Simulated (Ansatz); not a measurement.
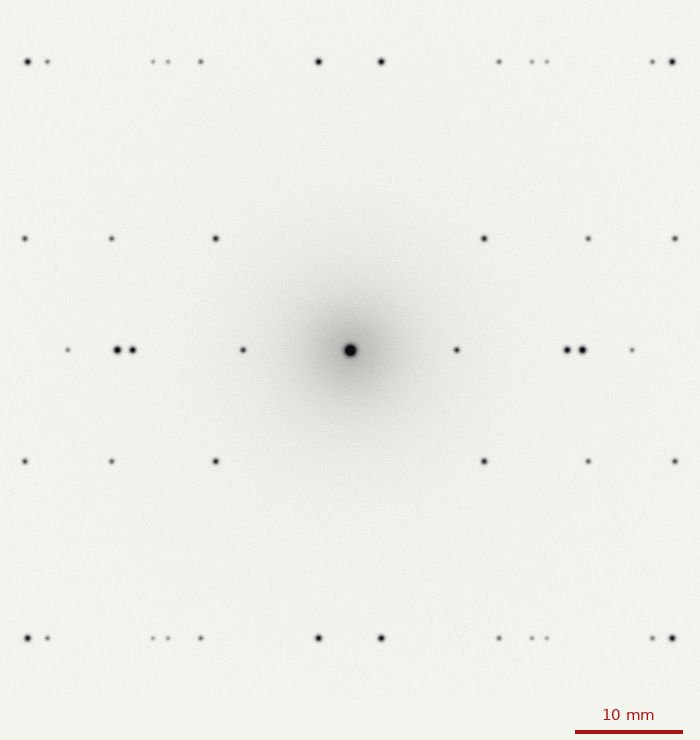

Simulated X-ray rotation photograph: Fe Kα radiation (λ = 1.9373 Å), cylindrical film of radius 28.65 mm unrolled, rotation axis vertical and normal to the beam, kinematic intensities without Lorentz or polarisation factors, the film spanning ±63° about the beam; spots down to d = 1.71 Å.

Q: Measure the layer lines and find the identity period along the axis.

A: The first layer line lies 10.5 mm from the equator, so tan ν = 0.366, sin ν = 0.344 and the period is λ/sin ν = 5.64 Å. Further lines follow at 27.1 mm.

The crystal is P, space group Cmce (No. 64), a = 3.298 Å, b = 11.085 Å, c = 4.570 Å. Structure: the geometry relaxed at fixed volume with DFT r2SCAN, scalar-relativistic, plane waves, PAW in Ansatz.

Q: About which axis was it rotated?

A: About [101] (or an equivalent direction), whose length in the conventional cell is 5.636 Å. The period alone comes close to that of [110] as well.
